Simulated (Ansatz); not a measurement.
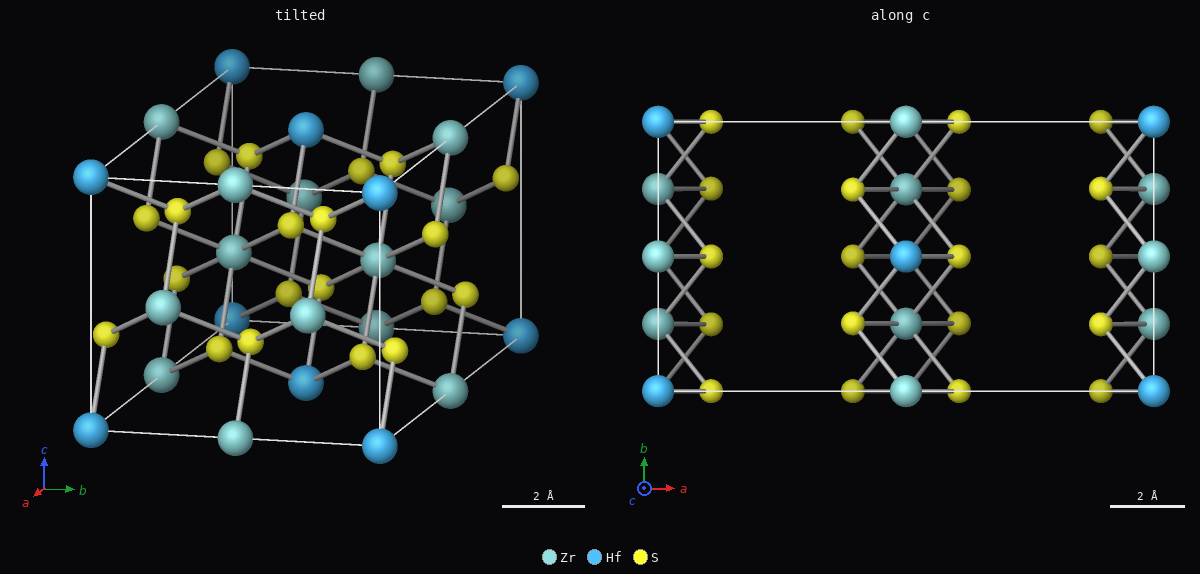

Crystal structure, ball-and-stick style, seen slightly off an axis and along the c axis. The conventional unit cell is outlined; an atom on or near a face, edge or corner is repeated at each equivalent position.

HfZr$_{3}$S$_{8}$, space group C2/m (No. 12), a = 13.539 Å, b = 7.355 Å, c = 6.367 Å, α = 90.00°, β = 90.01°, γ = 90.00°. It goes back to a structure type filled with these elements by a generator (whether the compound takes this form wasn't checked). Earlier steps of the study, as a rule a relaxation of our own, may have changed the cell and positions, so they can lie some per cent off the listed ones. It went into a calculation with Ansatz.

This one geometry was computed with Ansatz (DFT, plane waves, PAW) at three levels of theory: r2SCAN, PBE and LDA.

Q: Which level gives the highest pressure at this volume, and what does that say about its equilibrium volume?

A: Highest: PBE (0.0 GPa), which points to the largest equilibrium volume. Lowest, with the smallest volume: LDA (-4.4 GPa). Levels within 0.5 GPa of each other can't be told apart.

Q: How does the band gap change with the level of theory?

A: LDA: a gap of 1.00 eV, indirect; PBE: a gap of 1.13 eV, indirect; r2SCAN: a gap of 1.46 eV, indirect.

Q: Collect the results in a table.

A:
| level | cutoff (eV) | k-mesh of the run's cell | gap (eV) | pressure (GPa) |
| --- | --- | --- | --- | --- |
| r2SCAN | 500 | 4×4×4 | 1.46 | -0.6 |
| PBE | 420 | 4×4×4 | 1.13 | 0.0 |
| LDA | 420 | 4×4×4 | 1.00 | -4.4 |

Gaps are taken on the k-mesh or band path of each run.
